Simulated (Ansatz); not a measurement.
# Geometry relaxation of B2SiH4OF2 (part 2 of 2)

Continued. System: B2SiH4OF2. Method: RKS r2SCANh-D4/STO-3G (Ansatz 0.2.0). The run did not end well. It belongs to a series of runs on one base structure; here: end point B relaxed.

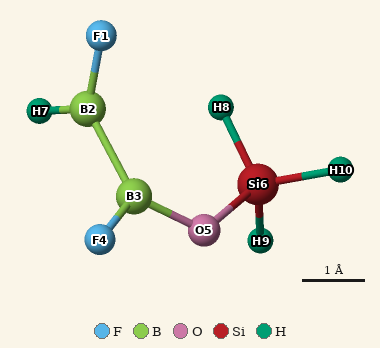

Fig. 1: The geometry at step 23 of the log (ball-and-stick view, seen at a tilt; atoms are numbered from 1 in the order of the input).

```
Unfinished report: {"positions_ang":[[1.5822501516799405,0.5980925050533312,2.0357738112158152],[0.5575133725793671,-0.1041552675951793,1.5996285977955724],[0.6416888637030401,-1.118993627462718,0.23061674615312225],[1.2291323373092542,-2.3117938614150004,0.30851783885980133],[0.10248238049409553,-0.8397995018200697,-0.9912054700141889],[-0.72564394212004,0.6231857912624973,-1.2809163922831308],[-0.4432045525460918,-0.0031206287550117197,2.231774920735616],[-0.3854146913911735,1.63335907473666,-0.30101363579776175],[-2.148637304777222,0.36956983163977447,-1.2446433078631614],[-0.34218661493117064,1.0729556843557173,-2.5985731088016855]],"unchecked":["starts","cluster_reference","orbital_swaps","neighbouring_geometries","increment"],"mean_field":{"relativity":"none","state":{"energy":{"ev":-16561.60603146309,"hartree":-608.6277957965079},"converged":true,"gradient_ev":0.000011601551440843558,"stability":{"kind":"minimum","curvature_ev":51.206865578738565},"curvature_floor_ev":0.00030000000000000003,"spin_squared":0.0},"others":[],"fillings":{"estimated":0,"unestimated":0,"tried":0,"untried":0,"excluded_magnetic_sites":0},"n_dropped_functions":0,"n_trapped_functions":0,"passes":{"evaluations":4,"products":22},"factors":{"origin":"Cholesky decomposition","count":553,"bound_ev":0.000056962953888208243},"gradient_stop_ev":0.00009,"reference_kind":"stationary","functional":{"name":"r2SCANh","citations":["Bursch, Neugebauer, Ehlert & Grimme, J. Chem. Phys. 156, 134105 (2022) doi:10.1063/5.0086040","Furness, Kaplan, Ning, Perdew & Sun, J. Phys. Chem. Lett. 11, 8208 (2020) doi:10.1021/acs.jpclett.0c02405","Furness, Kaplan, Ning, Perdew & Sun, J. Phys. Chem. Lett. 11, 9248 (2020) doi:10.1021/acs.jpclett.0c03077"],"text":"name \"r2SCANh\"\ncite \"Bursch, Neugebauer, Ehlert & Grimme, J. Chem. Phys. 156, 134105 (2022) doi:10.1063/5.0086040\"\ncite \"Furness, Kaplan, Ning, Perdew & Sun, J. Phys. Chem. Lett. 11, 8208 (2020) doi:10.1021/acs.jpclett.0c02405\"\ncite \"Furness, Kaplan, Ning, Perdew & Sun, J. Phys. Chem. Lett. 11, 9248 (2020) doi:10.1021/acs.jpclett.0c03077\"\nparent r2scan\nparameter a = 0.1\nparameter k0 = 0.174\nparameter k1 = 0.065\nparameter a1 = 4.9479\nexchange = (1 - a)*r2scan_x(k0 = k0, k1 = k1, a1 = a1) + a*exact_x\ncorrelation = r2scan_c\n","parameters":{"a":{"value":0.1,"default":0.1},"a1":{"value":4.9479,"default":4.9479},"k0":{"value":0.174,"default":0.174},"k1":{"value":0.065,"default":0.065}},"final_grid":{"core_spheres":27.0,"valence_spheres":18.0,"degree":36.0},"final_grid_parameter_source":"default","radial_points_factor":1.0,"radial_grid_error_ev":0.000041385874577579476,"grid_sensitivity":"normal","grid_sensitivity_ratio":0.0037923249998930045},"unsmoothed_excess_ev":-5.26952217451081e-6,"symmetry":{"irreps":["A"],"axes":[[0.9997978485831305,-0.01937554235710475,-0.005371250032518261],[0.0193247697657754,0.9997695512550726,-0.009348671388539904],[0.005551147813160883,0.009242983371140035,0.9999418743188813]],"occupied":[{"A":27},{"A":27}]},"held":{"pivots":551,"left_out":0,"joined":2},"density_repulsion":{"missed_ev":0.00001425223553357005,"excess_ev":2.516833470110646e-6,"most_excess_ev":0.0001458,"are_drawn_again":false,"n_first_factors":553,"energy_change_ev":0.0,"n_dropped_ends":0}},"factors":{"origin":"Cholesky decomposition","count":553,"bound_ev":0.000056962953888208243},"n_frozen":0,"n_occupied":[27,27],"n_virtual":[11,11],"reference":{"ev":-16561.60603146309,"hartree":-608.6277957965079},"dispersion":{"energy":{"ev":-0.05243145287524885,"hartree":-0.0019268203538501923},"switches_in_reach":[]},"total":{"ev":-16561.658462915962,"hartree":-608.6297226168617},"forces_ev_per_angstrom":[[-0.022355959767524157,-0.011962001423496198,-0.007074114598906162],[0.025378372364976035,0.0016687804603269718,0.0033912768753266626],[0.0011515983353013956,-0.002150432329196618,-0.005058739632946914],[-0.0033814656615139414,0.007183511627177031,0.0047233810150063065],[0.005197357839055429,-0.009393975203613854,0.0028747525266070014],[-0.020257180298859645,0.021932560111678743,-0.008624247025800143],[-0.0011030087227402862,0.0036516305667816597,-0.0005098668442327146],[-0.004257224438071663,-0.006096142147991095,-0.01051993498924758],[0.025252382660224632,0.002795123400204277,-0.00006172313345731211],[-0.005624872311910619,-0.007629055056891923,0.020859215792514988]],"charge_distribution":{"dipole_moment_e_ang":[-0.10067634178475456,0.2668275746751743,-0.11948976161745727],"mulliken_charges_e":[-0.09636697174844322,0.13834876924194095,0.23336257904864954,-0.1320406870433839,-0.3847933688973679,0.690688191593873,-0.07912402582618205,-0.1265630845611594,-0.12140893875646164,-0.12210246305144867],"lowdin_charges_e":[0.021990683625780605,0.013894035910765545,0.01613722275169227,-0.027988870409535238,-0.2192123067962637,0.6213214766051411,-0.07248117041111857,-0.12023740620354895,-0.11660714755350443,-0.11681651751937938]},"n_threads":1,"memory_gib":1.7045454550534487,"seconds":{"hamiltonian":2.302159761,"orbitals":0.0,"second_order":0.0,"solver_start":0.0,"cycles":0.0,"cycle":0.0,"perturbative":0.0,"full_ci_increment":0.0,"forces":0.0}}
this run last wrote the structure of step 40 to [file]
Error: geometry relaxation did not converge after 40 steps: max|allowed force component| = 2.54e-2 eV/Å (threshold 1.5e-2). Raise `relax.max_steps` over both its present limit and 40, loosen `relax.f_tol`, or start from a geometry closer to equilibrium. Where this run's directory can be resumed (`checkpoint.write`), a resume goes on for up to `relax.max_steps` more
```

Trajectory as extended XYZ (Å, eV, eV/Å), 10 of the 40 frames kept, from step=1 to step=40
```
10
Properties=species:S:1:pos:R:3:forces:R:3 step=1 energy=-16560.37302
F     1.4837    1.0333    1.8243   -2.4343  -4.1576   0.0525
B     0.7623   -0.2045    1.7984    2.1439   3.9145   0.2695
B     0.3306   -0.9140    0.3402    0.6953  -1.6684  -2.3603
F    -0.1771   -2.2131    0.3508    1.0584   2.9966  -0.4282
O     0.7540   -0.3000   -0.9306   -1.9219  -1.2269   2.1139
Si   -0.6170    0.6245   -1.4433    0.8601   0.1640  -0.6891
H     0.5230   -0.7343    2.8210    0.1486   0.2791   0.3455
H    -0.9338    1.5922   -0.4224   -0.1593   0.1922  -0.0182
H    -1.7291   -0.2631   -1.6216   -0.4042  -0.0768  -0.0813
H    -0.3286    1.2982   -2.7269    0.0135  -0.4168   0.7956
10
Properties=species:S:1:pos:R:3:forces:R:3 step=5 energy=-16561.30240
F     1.3856    0.9676    1.8179    0.0433   0.0463   0.0466
B     0.7817   -0.2001    1.8111   -0.1454  -0.0907  -0.1800
B     0.4474   -1.0212    0.3393    0.0241   0.0053   0.0856
F     0.2462   -2.3395    0.3654    0.2021   0.1215  -0.0235
O     0.4410   -0.4388   -0.8959   -0.0872  -0.4323   0.0986
Si   -0.6845    0.6667   -1.4505   -0.1299   0.3172  -0.0927
H     0.4839   -0.6462    2.8681    0.0154   0.0211   0.0401
H    -0.9117    1.7248   -0.4860    0.0212  -0.0150  -0.0268
H    -1.9425   -0.0132   -1.6929    0.0622   0.0527  -0.0056
H    -0.1791    1.2191   -2.6865   -0.0057  -0.0260   0.0577
10
Properties=species:S:1:pos:R:3:forces:R:3 step=10 energy=-16561.60055
F     1.1206    1.0744    1.5933   -0.1725  -0.3237   0.1236
B     0.5902   -0.1375    1.6562    0.3201   0.2773  -0.0251
B     0.5064   -1.1504    0.2820   -0.0975  -0.2604  -0.0994
F     0.9359   -2.4145    0.4033   -0.1144   0.4354  -0.1490
O     0.0310   -0.8300   -0.9610    0.1502  -0.2324   0.3306
Si   -0.6867    0.6669   -1.3381   -0.1504   0.1393   0.0755
H     0.2380   -0.4949    2.7349   -0.0397   0.0527  -0.1179
H    -0.5049    1.6453   -0.2739   -0.1013  -0.1822  -0.2125
H    -2.1055    0.4132   -1.5564    0.3105   0.1356   0.0123
H    -0.0570    1.1469   -2.5505   -0.1049  -0.0415   0.0619
10
Properties=species:S:1:pos:R:3:forces:R:3 step=14 energy=-16561.62892
F     1.3126    0.9916    1.6982   -0.0813  -0.0808   0.0440
B     0.6128   -0.1250    1.6552    0.0484  -0.0015   0.1775
B     0.5391   -1.1252    0.2765   -0.1284  -0.0542  -0.0486
F     1.0312   -2.3598    0.3703    0.0556  -0.0252   0.0122
O    -0.0235   -0.8522   -0.9351    0.0116   0.0611   0.0433
Si   -0.7194    0.6517   -1.3339    0.0776  -0.0940  -0.0378
H     0.0617   -0.4383    2.6697    0.0843   0.1275  -0.2295
H    -0.5388    1.6322   -0.2895   -0.0126   0.0369   0.0593
H    -2.1253    0.4397   -1.5749   -0.0628  -0.0006   0.0066
H    -0.0824    1.1045   -2.5465    0.0076   0.0307  -0.0270
10
Properties=species:S:1:pos:R:3:forces:R:3 step=18 energy=-16561.63651 accepted=F
F     1.5875    0.8234    1.7685   -0.5997  -0.4966   0.0111
B     0.6316   -0.0864    1.6040    0.0819   0.2844   0.3718
B     0.5778   -1.1364    0.2555   -0.0400   0.0671   0.0455
F     1.1006   -2.3578    0.3549   -0.0019   0.0247  -0.0187
O    -0.0131   -0.8749   -0.9456    0.0353  -0.0552   0.0050
Si   -0.7475    0.6215   -1.2973   -0.0119   0.0426   0.0848
H    -0.2012   -0.1665    2.4807    0.5262   0.1624  -0.4571
H    -0.6249    1.5459   -0.1874   -0.0078  -0.0190  -0.0480
H    -2.1444    0.3806   -1.5780    0.0263  -0.0025  -0.0057
H    -0.0983    1.1699   -2.4656   -0.0083  -0.0080   0.0114
10
Properties=species:S:1:pos:R:3:forces:R:3 step=23 energy=-16561.65577
F     1.6291    0.7490    1.8206   -0.0922  -0.0740  -0.0100
B     0.6295   -0.0785    1.5868    0.0631   0.0512   0.0518
B     0.5897   -1.1380    0.2514    0.0082  -0.0008  -0.0233
F     1.1334   -2.3506    0.3433   -0.0075   0.0120   0.0075
O    -0.0121   -0.8846   -0.9461    0.0065  -0.0128  -0.0041
Si   -0.7552    0.6130   -1.2789   -0.0033   0.0020   0.0043
H    -0.2520   -0.0638    2.3847    0.0309   0.0206  -0.0245
H    -0.6333    1.5320   -0.1670    0.0004   0.0006   0.0025
H    -2.1498    0.3677   -1.5612   -0.0048  -0.0021  -0.0005
H    -0.1114    1.1733   -2.4437   -0.0012   0.0033  -0.0039
10
Properties=species:S:1:pos:R:3:forces:R:3 step=27 energy=-16561.65678
F     1.6572    0.6896    1.8704   -0.0006   0.0216   0.0339
B     0.6260   -0.0776    1.5873    0.0165  -0.0211  -0.0600
B     0.5998   -1.1321    0.2467   -0.0086   0.0171   0.0397
F     1.1542   -2.3390    0.3408    0.0026  -0.0258  -0.0186
O     0.0003   -0.8806   -0.9516   -0.0022  -0.0030  -0.0333
Si   -0.7591    0.6109   -1.2780    0.0046  -0.0048   0.0113
H    -0.2912   -0.0133    2.3377   -0.0092   0.0166   0.0289
H    -0.6218    1.5350   -0.1721    0.0008   0.0041  -0.0041
H    -2.1573    0.3566   -1.5343   -0.0036  -0.0033   0.0008
H    -0.1401    1.1698   -2.4571   -0.0003  -0.0015   0.0014
10
Properties=species:S:1:pos:R:3:forces:R:3 step=31 energy=-16561.65747
F     1.6398    0.6675    1.9182   -0.0210  -0.0149  -0.0062
B     0.6086   -0.0833    1.5910    0.0287   0.0091  -0.0075
B     0.6111   -1.1286    0.2420   -0.0027  -0.0095   0.0028
F     1.1672   -2.3356    0.3326    0.0020   0.0076   0.0018
O     0.0338   -0.8689   -0.9665   -0.0059   0.0159   0.0056
Si   -0.7495    0.6138   -1.2798   -0.0114   0.0095  -0.0178
H    -0.3321   -0.0081    2.3121   -0.0078  -0.0013  -0.0001
H    -0.5562    1.5602   -0.2007   -0.0034  -0.0075  -0.0161
H    -2.1605    0.3529   -1.4568    0.0349   0.0062   0.0067
H    -0.1943    1.1495   -2.5020   -0.0134  -0.0151   0.0308
10
Properties=species:S:1:pos:R:3:forces:R:3 step=36 energy=-16561.65816
F     1.6109    0.6243    1.9894   -0.0050  -0.0019  -0.0041
B     0.5810   -0.0953    1.5966   -0.0109  -0.0047   0.0188
B     0.6288   -1.1232    0.2359    0.0037   0.0148  -0.0018
F     1.2004   -2.3231    0.3185    0.0050  -0.0080   0.0039
O     0.0758   -0.8495   -0.9804   -0.0055  -0.0055  -0.0069
Si   -0.7364    0.6198   -1.2810   -0.0022   0.0167  -0.0077
H    -0.3972   -0.0029    2.2654    0.0121   0.0019  -0.0109
H    -0.4597    1.6057   -0.2568   -0.0048  -0.0127  -0.0141
H    -2.1566    0.3570   -1.3360    0.0152   0.0063   0.0032
H    -0.2790    1.1065   -2.5616   -0.0076  -0.0067   0.0196
10
Properties=species:S:1:pos:R:3:forces:R:3 step=40 energy=-16561.65846
F     1.5822    0.5981    2.0358   -0.0224  -0.0120  -0.0071
B     0.5575   -0.1042    1.5996    0.0254   0.0017   0.0034
B     0.6417   -1.1190    0.2306    0.0012  -0.0022  -0.0051
F     1.2291   -2.3118    0.3085   -0.0034   0.0072   0.0047
O     0.1025   -0.8398   -0.9912    0.0052  -0.0094   0.0029
Si   -0.7256    0.6232   -1.2809   -0.0203   0.0219  -0.0086
H    -0.4432   -0.0031    2.2318   -0.0011   0.0037  -0.0005
H    -0.3854    1.6334   -0.3010   -0.0043  -0.0061  -0.0105
H    -2.1486    0.3696   -1.2446    0.0253   0.0028  -0.0001
H    -0.3422    1.0730   -2.5986   -0.0056  -0.0076   0.0209
```

This output came from the following input.

The input
```yaml
crystal:
  periodic: [false, false, false]
  atoms:
    - { symbol: F, position_ang: [1.4837, 1.0333, 1.8243] }
    - { symbol: B, position_ang: [0.7623, -0.2045, 1.7984] }
    - { symbol: B, position_ang: [0.3306, -0.914, 0.3402] }
    - { symbol: F, position_ang: [-0.1771, -2.2131, 0.3508] }
    - { symbol: O, position_ang: [0.754, -0.3, -0.9306] }
    - { symbol: Si, position_ang: [-0.617, 0.6245, -1.4433] }
    - { symbol: H, position_ang: [0.523, -0.7343, 2.821] }
    - { symbol: H, position_ang: [-0.93385, 1.59224, -0.42242] }
    - { symbol: H, position_ang: [-1.72908, -0.26308, -1.62157] }
    - { symbol: H, position_ang: [-0.32859, 1.29824, -2.72685] }
basis:
  gaussian: { orbitals: STO-3G }
hamiltonian:
  xc: r2scanh
  dispersion: d4
relax:
  f_tol: 0.015
  max_steps: 40
```

Launch command:
```bash
ansatz run input.yaml --threads 1 --pin off --max-ram 2048MiB --backend cpu --events-out ev --progress --plain --runs-dir out
```

Outcome

```tsv
quantity	value
outcome	not converged
hardware	1 thread of Intel Xeon (Sapphire Rapids), 64 GiB of memory available, shared host
wall time	1.8 min
peak memory	0.18 GiB
```

The run did not converge: “geometry relaxation did not converge after 40 steps: max|allowed force component| = 2.54e-2 eV/Å (threshold 1.5e-2). Raise `relax.max_steps` over both its present limit and 40, loosen `relax.f_tol`, or start from a geometry closer to equilibrium …” Its last values are not results.
